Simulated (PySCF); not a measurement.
# C3H7ClOSi: NMR shifts at several levels of theory, part 2 of 2

PySCF 2.14.0. Atoms count from 0. The steps go on from the part before.

**8. NMR shieldings: OPBE/pcSseg-1**

What the job is given:

```
{"job": {"kind": "nmr", "xc": "OPBE", "basis": "pcSseg-1", "pop": false}, "charge": 0, "multiplicity": 1}
C     -2.468587     0.136934    -0.439918
C     -1.156637    -0.070679    -0.541590
C     -0.258591    -0.335447     0.625045
O      0.812974     0.586741     0.680898
Si     2.329220     0.324209     0.091384
Cl     2.329417     0.238764    -1.980552
H     -2.971614     0.144939     0.532931
H     -3.091847     0.303469    -1.322186
H     -0.669800    -0.064790    -1.524064
H      0.129520    -1.372740     0.566837
H     -0.823853    -0.254861     1.567394
H      3.159297     1.473660     0.516375
H      2.851937    -0.989193     0.561762
```

With the program's defaults for keys left out, this is: GIAO OPBE/pcSseg-1 NMR shielding, non-relativistic, gas phase.

What it wrote:

```text
coarse grid: 11936 points
cycle   1  E = -943.1297270753  dE =  4.619e-01  |g| = 7.368e-01  |ddm| = 3.251e+00
cycle   2  E = -942.7429192018  dE =  3.868e-01  |g| = 1.551e+00  |ddm| = 2.196e+00
cycle   3  E = -943.2314834056  dE = -4.886e-01  |g| = 2.354e-01  |ddm| = 1.744e+00
cycle   4  E = -943.2432468779  dE = -1.176e-02  |g| = 7.949e-02  |ddm| = 2.899e-01
cycle   5  E = -943.2442198730  dE = -9.730e-04  |g| = 5.048e-02  |ddm| = 1.045e-01
cycle   6  E = -943.2448785215  dE = -6.586e-04  |g| = 1.402e-02  |ddm| = 4.744e-02
cycle   7  E = -943.2449305161  dE = -5.199e-05  |g| = 2.798e-03  |ddm| = 1.393e-02
cycle   8  E = -943.2449323327  dE = -1.817e-06  |g| = 7.125e-04  |ddm| = 3.212e-03
final grid: 106112 points
cycle   9  E = -943.2822508903  dE = -9.236e-05  |g| = 3.021e-02  |ddm| = 5.835e-02
cycle  10  E = -943.2817952052  dE =  4.557e-04  |g| = 5.649e-02  |ddm| = 6.478e-02
cycle  11  E = -943.2823902580  dE = -5.951e-04  |g| = 7.331e-03  |ddm| = 4.787e-02
cycle  12  E = -943.2823994475  dE = -9.189e-06  |g| = 2.129e-03  |ddm| = 7.833e-03
cycle  13  E = -943.2824005034  dE = -1.056e-06  |g| = 8.171e-04  |ddm| = 2.327e-03
cycle  14  E = -943.2824006873  dE = -1.838e-07  |g| = 1.210e-04  |ddm| = 7.028e-04
cycle  15  E = -943.2824006908  dE = -3.584e-09  |g| = 3.095e-05  |ddm| = 1.479e-04
cycle  16  E = -943.2824006911  dE = -2.790e-10  |g| = 5.816e-06  |ddm| = 4.048e-05
converged SCF energy = -943.2824006911

GIAO shielding tensors (ppm)
atom      isotropic    diamagn.    paramagn.     s11        s22        s33       span
  0 C       66.912     253.178    -186.265    -35.614     78.271    158.080    193.694
  1 C       46.578     256.992    -210.414    -64.839     53.420    151.151    215.990
  2 C      113.421     244.676    -131.255     85.360    106.118    148.785     63.426
  3 O      256.241     395.036    -138.794    189.955    255.727    323.042    133.087
  4 Si     370.402     879.293    -508.890    343.012    353.945    414.249     71.237
  5 Cl     884.221    1149.759    -265.538    708.687    939.857   1004.118    295.432
  6 H       25.768      30.107      -4.339     22.460     25.427     29.417      6.957
  7 H       25.775      28.717      -2.941     22.920     24.882     29.524      6.605
  8 H       24.683      32.267      -7.584     21.549     22.454     30.044      8.495
  9 H       26.680      30.674      -3.994     23.499     26.279     30.261      6.762
 10 H       27.000      30.279      -3.279     22.819     26.239     31.941      9.123
 11 H       25.892      27.236      -1.344     21.852     24.173     31.652      9.800
 12 H       25.662      27.952      -2.290     21.607     24.379     31.000      9.392
```

It took 32 s on 1 thread of Arm Neoverse N1, shared host; peak memory 0.82 GiB.

In short: δ C1 138.6, C0 118.2, C2 71.7, O3 75.8, H8 6.55, H6 5.46 ppm.

**9. NMR shieldings: KT2/pcSseg-1**

The job, as its differences from that of step 8:

```diff
@@ -1,2 +1,2 @@
-{"job": {"kind": "nmr", "xc": "OPBE", "basis": "pcSseg-1", "pop": false}, "charge": 0, "multiplicity": 1}
+{"job": {"kind": "nmr", "xc": "KT2", "basis": "pcSseg-1", "pop": false}, "charge": 0, "multiplicity": 1}
 C     -2.468587     0.136934    -0.439918
```

Method: GIAO KT2/pcSseg-1 NMR shielding, non-relativistic, gas phase.

What it wrote:

```text
coarse grid: 11936 points
cycle   1  E = -952.3195594232  dE =  5.223e-01  |g| = 8.255e-01  |ddm| = 3.212e+00
cycle   2  E = -951.7376442640  dE =  5.819e-01  |g| = 1.835e+00  |ddm| = 2.640e+00
cycle   3  E = -952.4376599571  dE = -7.000e-01  |g| = 2.721e-01  |ddm| = 2.231e+00
cycle   4  E = -952.4527799450  dE = -1.512e-02  |g| = 1.100e-01  |ddm| = 3.748e-01
cycle   5  E = -952.4550924758  dE = -2.313e-03  |g| = 5.737e-02  |ddm| = 1.413e-01
cycle   6  E = -952.4559489451  dE = -8.565e-04  |g| = 1.701e-02  |ddm| = 5.729e-02
cycle   7  E = -952.4560273354  dE = -7.839e-05  |g| = 3.518e-03  |ddm| = 1.809e-02
cycle   8  E = -952.4560304174  dE = -3.082e-06  |g| = 9.195e-04  |ddm| = 4.593e-03
final grid: 106112 points
cycle   9  E = -952.5267893234  dE = -1.750e-04  |g| = 2.185e-02  |ddm| = 4.380e-02
cycle  10  E = -952.5266416081  dE =  1.477e-04  |g| = 3.202e-02  |ddm| = 4.292e-02
cycle  11  E = -952.5268400279  dE = -1.984e-04  |g| = 9.475e-03  |ddm| = 3.483e-02
cycle  12  E = -952.5268567589  dE = -1.673e-05  |g| = 2.365e-03  |ddm| = 8.872e-03
cycle  13  E = -952.5268582121  dE = -1.453e-06  |g| = 6.582e-04  |ddm| = 2.367e-03
cycle  14  E = -952.5268583273  dE = -1.151e-07  |g| = 1.156e-04  |ddm| = 5.994e-04
cycle  15  E = -952.5268583302  dE = -2.953e-09  |g| = 2.217e-05  |ddm| = 1.154e-04
cycle  16  E = -952.5268583303  dE = -1.410e-10  |g| = 5.796e-06  |ddm| = 3.151e-05
converged SCF energy = -952.5268583303

GIAO shielding tensors (ppm)
atom      isotropic    diamagn.    paramagn.     s11        s22        s33       span
  0 C       68.495     253.628    -185.134    -30.554     80.855    155.183    185.736
  1 C       45.683     257.870    -212.187    -62.218     53.929    145.338    207.556
  2 C      109.123     245.909    -136.785     80.432    102.243    144.695     64.263
  3 O      244.879     396.436    -151.557    170.649    244.073    319.915    149.266
  4 Si     370.291     881.175    -510.884    341.098    352.974    416.803     75.705
  5 Cl     868.454    1151.298    -282.844    677.452    929.259    998.651    321.198
  6 H       25.928      30.262      -4.334     22.872     25.461     29.450      6.578
  7 H       26.000      28.625      -2.625     23.243     24.885     29.872      6.629
  8 H       24.853      32.543      -7.690     21.806     22.703     30.050      8.244
  9 H       26.567      30.823      -4.257     23.492     26.192     30.016      6.524
 10 H       27.009      30.526      -3.518     22.871     26.345     31.811      8.941
 11 H       25.801      27.337      -1.536     21.692     24.049     31.663      9.970
 12 H       25.578      28.064      -2.486     21.433     24.289     31.011      9.578
```

Wall time 32 s (1 thread of Arm Neoverse N1, shared host); peak memory 0.82 GiB.

This run: δ C1 137.5, C0 114.7, C2 74.1, O3 85.8, H8 6.33, H11 5.49 ppm (means over like atoms).

**10. Nuclear shieldings: KT3/pcSseg-1**

The job, as its differences from that of step 9:

```diff
@@ -1,2 +1,2 @@
-{"job": {"kind": "nmr", "xc": "KT2", "basis": "pcSseg-1", "pop": false}, "charge": 0, "multiplicity": 1}
+{"job": {"kind": "nmr", "xc": "KT3", "basis": "pcSseg-1", "pop": false}, "charge": 0, "multiplicity": 1}
 C     -2.468587     0.136934    -0.439918
```

Level: GIAO KT3/pcSseg-1 NMR shielding, non-relativistic, gas phase.

What it wrote:

```text
coarse grid: 11936 points
cycle   1  E = -951.5344863370  dE =  5.009e-01  |g| = 8.358e-01  |ddm| = 3.233e+00
cycle   2  E = -950.9837180893  dE =  5.508e-01  |g| = 1.800e+00  |ddm| = 2.647e+00
cycle   3  E = -951.6581301784  dE = -6.744e-01  |g| = 2.738e-01  |ddm| = 2.209e+00
cycle   4  E = -951.6735991920  dE = -1.547e-02  |g| = 1.059e-01  |ddm| = 3.667e-01
cycle   5  E = -951.6756306392  dE = -2.031e-03  |g| = 5.917e-02  |ddm| = 1.371e-01
cycle   6  E = -951.6765417362  dE = -9.111e-04  |g| = 1.703e-02  |ddm| = 5.786e-02
cycle   7  E = -951.6766204339  dE = -7.870e-05  |g| = 3.338e-03  |ddm| = 1.762e-02
cycle   8  E = -951.6766231789  dE = -2.745e-06  |g| = 8.284e-04  |ddm| = 4.192e-03
final grid: 106112 points
cycle   9  E = -951.7383893451  dE = -1.536e-04  |g| = 2.659e-02  |ddm| = 5.023e-02
cycle  10  E = -951.7380974184  dE =  2.919e-04  |g| = 4.507e-02  |ddm| = 5.448e-02
cycle  11  E = -951.7384710664  dE = -3.736e-04  |g| = 8.756e-03  |ddm| = 4.297e-02
cycle  12  E = -951.7384844216  dE = -1.336e-05  |g| = 2.179e-03  |ddm| = 8.538e-03
cycle  13  E = -951.7384856644  dE = -1.243e-06  |g| = 6.842e-04  |ddm| = 2.353e-03
cycle  14  E = -951.7384857936  dE = -1.292e-07  |g| = 1.081e-04  |ddm| = 6.982e-04
cycle  15  E = -951.7384857962  dE = -2.578e-09  |g| = 2.759e-05  |ddm| = 1.319e-04
cycle  16  E = -951.7384857964  dE = -2.271e-10  |g| = 6.117e-06  |ddm| = 4.013e-05
converged SCF energy = -951.7384857964

GIAO shielding tensors (ppm)
atom      isotropic    diamagn.    paramagn.     s11        s22        s33       span
  0 C       69.618     252.940    -183.322    -29.252     83.269    154.837    184.089
  1 C       47.332     256.901    -209.569    -60.559     56.524    146.031    206.591
  2 C      109.999     245.168    -135.169     81.796    103.066    145.135     63.339
  3 O      248.642     396.524    -147.882    182.191    248.251    315.484    133.293
  4 Si     380.471     880.443    -499.972    352.906    364.957    423.550     70.644
  5 Cl     880.219    1151.510    -271.291    700.748    934.967   1004.942    304.195
  6 H       26.119      30.479      -4.360     23.050     25.642     29.664      6.614
  7 H       26.161      28.819      -2.658     23.415     25.079     29.990      6.576
  8 H       25.022      32.768      -7.746     21.967     22.824     30.276      8.309
  9 H       26.787      30.970      -4.182     23.682     26.404     30.277      6.594
 10 H       27.196      30.654      -3.457     23.076     26.517     31.996      8.920
 11 H       26.168      27.525      -1.357     22.098     24.413     31.993      9.895
 12 H       25.951      28.290      -2.339     21.874     24.638     31.341      9.468
```

It took 32 s on 1 thread of Arm Neoverse N1, shared host; peak memory 0.82 GiB.

This run: δ C1 135.0, C0 112.7, C2 72.3, O3 80.4, H8 6.30, H11 5.26 ppm (means over like atoms).

**11. Nuclear shieldings: B97-D/pcSseg-1**

The job, as its differences from that of step 10:

```diff
@@ -1,2 +1,2 @@
-{"job": {"kind": "nmr", "xc": "KT3", "basis": "pcSseg-1", "pop": false}, "charge": 0, "multiplicity": 1}
+{"job": {"kind": "nmr", "xc": "B97-D", "basis": "pcSseg-1", "pop": false}, "charge": 0, "multiplicity": 1}
 C     -2.468587     0.136934    -0.439918
```

Level: GIAO B97-D/pcSseg-1 NMR shielding, non-relativistic, gas phase.

What it wrote:

```text
coarse grid: 11936 points
cycle   1  E = -943.1606569730  dE =  4.780e-01  |g| = 8.364e-01  |ddm| = 3.254e+00
cycle   2  E = -942.6141628645  dE =  5.465e-01  |g| = 1.819e+00  |ddm| = 2.532e+00
cycle   3  E = -943.2837774828  dE = -6.696e-01  |g| = 2.711e-01  |ddm| = 2.101e+00
cycle   4  E = -943.2988917588  dE = -1.511e-02  |g| = 1.021e-01  |ddm| = 3.504e-01
cycle   5  E = -943.3006555116  dE = -1.764e-03  |g| = 5.753e-02  |ddm| = 1.278e-01
cycle   6  E = -943.3015007472  dE = -8.452e-04  |g| = 1.691e-02  |ddm| = 5.474e-02
cycle   7  E = -943.3015775653  dE = -7.682e-05  |g| = 3.305e-03  |ddm| = 1.716e-02
cycle   8  E = -943.3015801867  dE = -2.621e-06  |g| = 8.444e-04  |ddm| = 4.029e-03
final grid: 106112 points
cycle   9  E = -943.3308549542  dE = -7.039e-05  |g| = 1.201e-02  |ddm| = 3.587e-02
cycle  10  E = -943.3308188912  dE =  3.606e-05  |g| = 1.605e-02  |ddm| = 2.513e-02
cycle  11  E = -943.3308725468  dE = -5.366e-05  |g| = 4.973e-03  |ddm| = 1.904e-02
cycle  12  E = -943.3308774787  dE = -4.932e-06  |g| = 1.391e-03  |ddm| = 4.578e-03
cycle  13  E = -943.3308779565  dE = -4.778e-07  |g| = 3.480e-04  |ddm| = 1.393e-03
cycle  14  E = -943.3308779862  dE = -2.966e-08  |g| = 6.528e-05  |ddm| = 2.975e-04
cycle  15  E = -943.3308779870  dE = -8.811e-10  |g| = 1.619e-05  |ddm| = 6.411e-05
converged SCF energy = -943.3308779870

GIAO shielding tensors (ppm)
atom      isotropic    diamagn.    paramagn.     s11        s22        s33       span
  0 C       61.124     252.861    -191.737    -42.109     74.003    151.479    193.588
  1 C       38.443     257.173    -218.730    -74.546     46.556    143.320    217.867
  2 C      105.514     244.502    -138.988     77.064     98.529    140.950     63.886
  3 O      251.371     396.676    -145.305    182.949    252.599    318.565    135.616
  4 Si     363.276     879.119    -515.843    336.956    347.303    405.568     68.612
  5 Cl     873.492    1150.504    -277.012    691.323    929.635    999.517    308.194
  6 H       26.096      30.439      -4.343     22.923     25.719     29.645      6.722
  7 H       26.158      28.865      -2.707     23.402     25.210     29.864      6.462
  8 H       25.000      32.703      -7.703     21.870     22.783     30.346      8.476
  9 H       26.832      30.914      -4.082     23.731     26.409     30.356      6.625
 10 H       27.187      30.506      -3.319     23.085     26.476     32.001      8.915
 11 H       26.228      27.619      -1.391     22.129     24.480     32.076      9.947
 12 H       25.990      28.383      -2.393     21.895     24.684     31.392      9.496
```

It took 30 s on 1 thread of Arm Neoverse N1, shared host; peak memory 0.82 GiB.

In short: δ C1 140.7, C0 118.0, C2 73.7, O3 79.0, H8 6.41, H6 5.31 ppm.

**12. Nuclear shieldings: B3LYP/pcSseg-1**

The job, as its differences from that of step 11:

```diff
@@ -1,2 +1,2 @@
-{"job": {"kind": "nmr", "xc": "B97-D", "basis": "pcSseg-1", "pop": false}, "charge": 0, "multiplicity": 1}
+{"job": {"kind": "nmr", "xc": "B3LYP", "basis": "pcSseg-1", "pop": false}, "charge": 0, "multiplicity": 1}
 C     -2.468587     0.136934    -0.439918
```

With the program's defaults for keys left out, this is: GIAO B3LYP/pcSseg-1 NMR shielding, non-relativistic, gas phase.

What it wrote:

```text
coarse grid: 11936 points
cycle   1  E = -943.3374174444  dE =  5.328e-01  |g| = 7.550e-01  |ddm| = 3.197e+00
cycle   2  E = -943.1276534336  dE =  2.098e-01  |g| = 1.295e+00  |ddm| = 1.656e+00
cycle   3  E = -943.4417890286  dE = -3.141e-01  |g| = 1.550e-01  |ddm| = 1.194e+00
cycle   4  E = -943.4465548455  dE = -4.766e-03  |g| = 4.942e-02  |ddm| = 1.780e-01
cycle   5  E = -943.4470766638  dE = -5.218e-04  |g| = 1.649e-02  |ddm| = 5.292e-02
cycle   6  E = -943.4471356538  dE = -5.899e-05  |g| = 6.986e-03  |ddm| = 1.666e-02
cycle   7  E = -943.4471478210  dE = -1.217e-05  |g| = 7.647e-04  |ddm| = 5.576e-03
cycle   8  E = -943.4471479657  dE = -1.446e-07  |g| = 1.706e-04  |ddm| = 9.382e-04
final grid: 106112 points
cycle   9  E = -943.4948088731  dE = -1.943e-05  |g| = 5.257e-03  |ddm| = 2.094e-02
cycle  10  E = -943.4948055320  dE =  3.341e-06  |g| = 6.712e-03  |ddm| = 8.781e-03
cycle  11  E = -943.4948151518  dE = -9.620e-06  |g| = 9.946e-04  |ddm| = 4.982e-03
cycle  12  E = -943.4948153366  dE = -1.848e-07  |g| = 1.465e-04  |ddm| = 8.519e-04
cycle  13  E = -943.4948153405  dE = -3.874e-09  |g| = 3.164e-05  |ddm| = 1.504e-04
cycle  14  E = -943.4948153406  dE = -1.144e-10  |g| = 1.929e-05  |ddm| = 3.890e-05
converged SCF energy = -943.4948153406

GIAO shielding tensors (ppm)
atom      isotropic    diamagn.    paramagn.     s11        s22        s33       span
  0 C       55.259     252.921    -197.662    -57.755     71.712    151.820    209.575
  1 C       31.853     257.039    -225.186    -91.216     42.642    144.133    235.349
  2 C      105.731     243.570    -137.839     77.444     98.678    141.072     63.627
  3 O      257.013     397.075    -140.062    187.383    259.412    324.244    136.860
  4 Si     353.228     878.025    -524.798    328.791    335.718    395.173     66.382
  5 Cl     878.499    1149.637    -271.138    694.905    934.553   1006.039    311.134
  6 H       26.024      30.353      -4.329     22.709     25.557     29.807      7.098
  7 H       26.095      28.786      -2.691     23.216     25.084     29.986      6.770
  8 H       24.958      32.514      -7.556     21.716     22.602     30.555      8.839
  9 H       26.969      30.868      -3.899     23.825     26.609     30.473      6.648
 10 H       27.210      30.435      -3.226     23.050     26.483     32.097      9.047
 11 H       26.261      27.519      -1.259     22.130     24.496     32.156     10.027
 12 H       26.078      28.271      -2.193     22.003     24.741     31.491      9.489
```

Wall time 22 s (1 thread of Arm Neoverse N1, shared host); peak memory 0.89 GiB.

Key values: δ C1 147.4, C0 124.0, C2 73.5, O3 77.0, H8 6.43, H6 5.36 ppm.

**13. Comparing the runs: NMR shifts**

Shifts (ppm) of some atoms, chosen among heavy atoms and hydrogens apart, means over like atoms, with basis size and wall time:

```tsv
run	C1	C0	H11	H9	O3	Si4	Cl5	functions	time
HF/pcSseg-1	145.2	124.6	4.70	4.00	33.5	-20.4	2	151	13 s
LDA/pcSseg-1	152.7	129.1	5.81	4.52	97.8	-2.5	103	151	26 s
PBE/pcSseg-1	145.7	122.6	5.54	4.43	88.6	-10.8	74	151	31 s
BLYP/pcSseg-1	146.5	121.6	5.39	4.40	91.7	-17.0	68	151	31 s
BP86/pcSseg-1	145.6	122.6	5.52	4.43	85.4	-11.1	71	151	31 s
OPBE/pcSseg-1	138.6	118.2	5.45	4.39	75.8	-10.1	55	151	32 s
KT2/pcSseg-1	137.5	114.7	5.49	4.39	85.8	-9.2	74	151	32 s
KT3/pcSseg-1	135.0	112.7	5.26	4.33	80.4	-15.0	54	151	32 s
B97-D/pcSseg-1	140.7	118.0	5.30	4.40	79.0	-16.0	52	151	30 s
B3LYP/pcSseg-1	147.4	124.0	5.21	4.29	77.0	-15.4	52	151	22 s
```

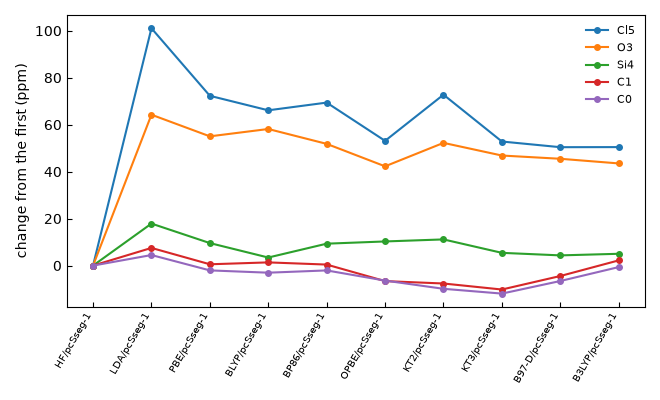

How five of the tabulated atoms move from run to run.

**14. Outcome**

What follows sums up all 2 parts.

```
                                                            quantity                             value
                                                         point group                                C1
                                rotational constants (main isotopes)              3.95, 1.24, 0.98 GHz
                                13C shifts against TMS (HF/pcSseg-1)            145.2, 124.6, 63.2 ppm
1H shifts against TMS (HF/pcSseg-1, means over atoms taken as alike)  6.44, 5.47, 5.40, 4.70, 4.00 ppm
                                17O shifts against H2O (HF/pcSseg-1)                          33.5 ppm
                               29Si shifts against TMS (HF/pcSseg-1)                         -20.4 ppm
                               35Cl shifts against HCl (HF/pcSseg-1)                             2 ppm
                                           range of the shift of Cl5                      2 to 103 ppm
```

What this shows: Single values in the summary come from the first run of each kind that ended normally (HF/pcSseg-1), which need not be the best level. Over 33 steps the energy fell by 0.470 eV; of the close pairs, Si4–Cl5 changed most, 1.991 to 2.074 Å. The most deshielded carbon is C1 (alkene CH), at 145.2 ppm: the olefinic region. The most deshielded hydrogen is H8 (hydrogen on an alkene CH), at 6.44 ppm: attached to an sp2 carbon and in the plane of the double bond. At HF/pcSseg-1: The widest tensor belongs to C1: span 254 ppm, with a paramagnetic part of -212 ppm. Across the 10 runs the shift of Cl5 moves most, between 2 (HF/pcSseg-1) and 103 ppm (LDA/pcSseg-1).
